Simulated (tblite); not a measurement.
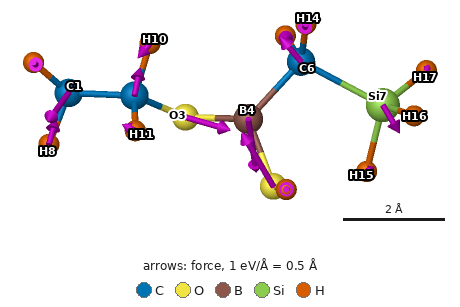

Starting geometry of C3H10BO2Si (multiplicity 2) with the computed forces as purple arrows. Style: ball-and-stick. Shown at a tilt.

The calculation used GFN2-xTB geometry optimisation, gas phase (tblite 0.8.0). 

Q: What follows when this structure is relaxed?

A: It isn't relaxed: the largest force vector, on the B atom, is 3.09 eV/Å. The final displacements have little in common with the starting forces (cosine between the two patterns 0.16). Over 172 geometry steps the energy falls by 201.0 kJ/mol. An O atom moves most after the best rigid fit: 1.87 Å. Largest moves by element: O 1.87 Å, H 1.63 Å, B 0.82 Å, Si 0.78 Å, C 0.61 Å. Near-neighbour distances that change, for instance: B–O 1.453 → 1.349 Å, B–O 1.469 → 1.368 Å, C–Si 1.859 → 1.901 Å, C–H 1.112 → 1.070 Å. Among the angles between lasting bonds that change: C–O–B 108.0° → 123.0°, C–C–H 107.9° → 119.5°, C–C–H 111.2° → 120.0°. Groups turn about C–O by about 25°, C–Si by about 20°. The run took 1.1 s on 1 thread of Arm Neoverse V1, on a shared host.
